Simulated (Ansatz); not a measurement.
# CH$_{4}$ClFOSi: frequency calculation

- system: CH$_{4}$ClFOSi, SMILES C[Si](O)(F)Cl
- method: HF/STO-3G, RHF (Ansatz 0.2.0)

The geometry was optimised with HF/STO-3G. Figures and captions count atoms from 1; the log counts them from 0 in places.

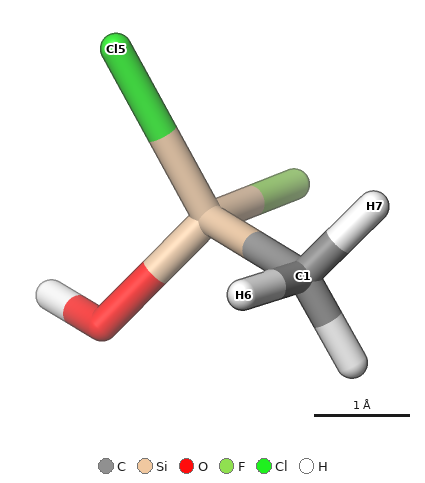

The structure (stick view, seen at a tilt; atoms are numbered from 1 in the order of the input). Bond lengths as drawn: Cl–Si 2.09 Å, C–H 1.08 Å, C–Si 1.84 Å, F–Si 1.60 Å, H–O 0.98 Å and O–Si 1.65 Å.

### The input
```yaml
crystal:
  periodic: [false, false, false]
  atoms:
    - {symbol: C, position_ang: [-1.157450, -0.174535, 0.519561]}
    - {symbol: Si, position_ang: [0.558474, 0.194598, -0.047537]}
    - {symbol: O, position_ang: [1.024884, -0.901997, -1.190338]}
    - {symbol: F, position_ang: [1.621592, 0.188387, 1.147754]}
    - {symbol: Cl, position_ang: [0.644938, 2.120761, -0.862762]}
    - {symbol: H, position_ang: [-1.851621, -0.132724, -0.308916]}
    - {symbol: H, position_ang: [-1.483637, 0.535639, 1.267613]}
    - {symbol: H, position_ang: [-1.208203, -1.166305, 0.950336]}
    - {symbol: H, position_ang: [1.939723, -0.710324, -1.492912]}
basis:
  gaussian:
    orbitals: STO-3G
magnetization:
  spin_polarized: false
hamiltonian:
  xc: hf
phonons:
  temperatures: {t_min: 298.15, t_max: 298.15, t_step: 1}
```

Hardware: 1 thread of Intel Xeon @ 2.50GHz (Skylake/Cascade Lake), 16 GiB of memory available, shared host.

Command:
```bash
ansatz run molecule.yaml --threads 1 --pin off --max-ram 3480MiB --events-out events.jsonl --progress --plain --runs-dir runs
```

### Log
```
Functional definition: HF
  name "HF"
  exchange = exact_x
  correlation = 0
510 factors; integrals over basis functions are off by at most 8.5e-6 eV
mean field evaluation 1: about -25899.8778 eV, gradient 2.8e1 eV
mean field evaluation 2: about -25899.9582 eV, gradient 2.8e1 eV
mean field evaluation 4: about -25903.1846 eV, gradient 1.5e0 eV
mean field evaluation 8: about -25903.1976 eV, gradient 2.0e-2 eV
mean field -25903.19756966 eV, -951.9249528671 hartree, gradient 3.5e-5 eV, S^2 0.000000; 0 other end points of the search recorded, 0 dependent functions left out
the calculation of the forces begins
reference -25903.19756966 eV, -951.9249528671 hartree; 29, 29 occupied and 8, 8 virtual orbitals, 510 factors
these checks for a lower state are left out or cut short: stability, starts, cluster_reference, orbital_swaps, neighbouring_geometries, increment
510 factors; integrals over basis functions are off by at most 8.5e-6 eV
mean field evaluation 16: about -25903.1974 eV, gradient 2.5e-6 eV
mean field -25903.19736799 eV, -951.9249454559 hartree, gradient 2.6e-6 eV, S^2 0.000000; 0 other end points of the search recorded, 0 dependent functions left out
[... from here on the field's lines of each further geometry are left out, up to the last ...]
the calculation of the forces begins
reference -25903.19754175 eV, -951.9249518413 hartree; 29, 29 occupied and 8, 8 virtual orbitals, 510 factors
these checks for a lower state are left out or cut short: stability, starts, cluster_reference, orbital_swaps, neighbouring_geometries, increment
510 factors; integrals over basis functions are off by at most 8.5e-6 eV
mean field evaluation 384: about -25903.1974 eV, gradient 2.0e-1 eV
mean field -25903.19754069 eV, -951.9249518023 hartree, gradient 2.6e-6 eV, S^2 0.000000; 0 other end points of the search recorded, 0 dependent functions left out
the calculation of the forces begins
reference -25903.19754069 eV, -951.9249518023 hartree; 29, 29 occupied and 8, 8 virtual orbitals, 510 factors
Total energy: -25903.19756966 eV, -951.9249528671 hartree
Atom 0 at    -1.157450    -0.174535     0.519561 Å, force    -0.001763     0.000277     0.000542 eV/Å
Atom 1 at     0.558474     0.194598    -0.047537 Å, force     0.001855    -0.000216     0.001207 eV/Å
Atom 2 at     1.024884    -0.901997    -1.190338 Å, force    -0.000099    -0.000976    -0.000404 eV/Å
Atom 3 at     1.621592     0.188387     1.147754 Å, force    -0.000960     0.000602    -0.001367 eV/Å
Atom 4 at     0.644938     2.120761    -0.862762 Å, force     0.000089    -0.000187     0.000588 eV/Å
Atom 5 at    -1.851621    -0.132724    -0.308916 Å, force     0.000375    -0.000289     0.000836 eV/Å
Atom 6 at    -1.483637     0.535639     1.267613 Å, force     0.000326    -0.000762    -0.000839 eV/Å
Atom 7 at    -1.208203    -1.166305     0.950336 Å, force     0.000306     0.001102    -0.000734 eV/Å
Atom 8 at     1.939723    -0.710324    -1.492912 Å, force    -0.000130     0.000448     0.000172 eV/Å
Dipole moment:    -0.053470    -0.432019     0.186885 e Å
Vibrations: 93.02 194.10 225.78 276.80 294.18 323.99 351.74 593.45 826.25 949.80 989.07 1071.27 1121.22 1283.87 1671.88 1822.03 1823.45 3579.53 3758.14 3764.03 4290.72 cm⁻¹, zero-point energy 1.816635 eV
```

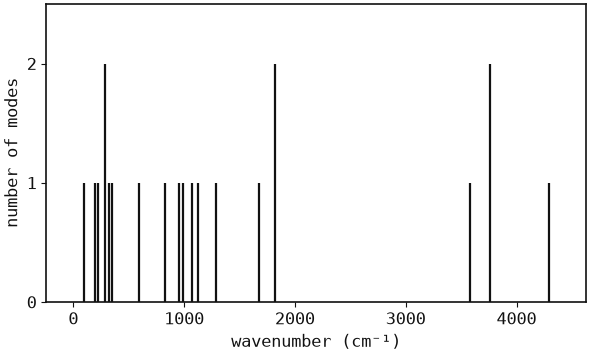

Harmonic vibrational wavenumbers from the force constants; neighbouring modes closer than 19 cm⁻¹ are counted in one stick. 21 modes from 93 to 4291 cm⁻¹, none imaginary.

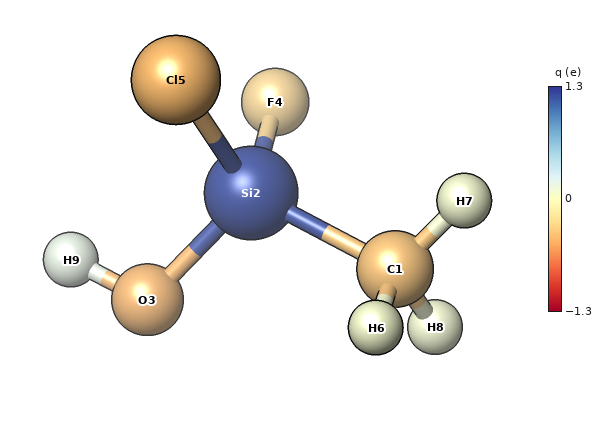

Mulliken charges, as the colour of each atom (ball-and-stick view, seen at a tilt; atoms are numbered from 1 in the order of the input; Mulliken charges depend strongly on the basis). By element: C −0.40, Si +1.20, O −0.47, F −0.32, Cl −0.43 and H +0.08 to +0.18 e.

### Results in brief

```tsv
quantity	value
outcome	converged
total energy	−951.924953 hartree
basis functions	37
largest force	0.002 eV/Å
zero-point energy	0.066760 hartree
dipole moment	2.28 D
wavenumbers, lowest and highest	93 and 4291 cm⁻¹
wall time	81 s
peak memory	0.12 GiB
```
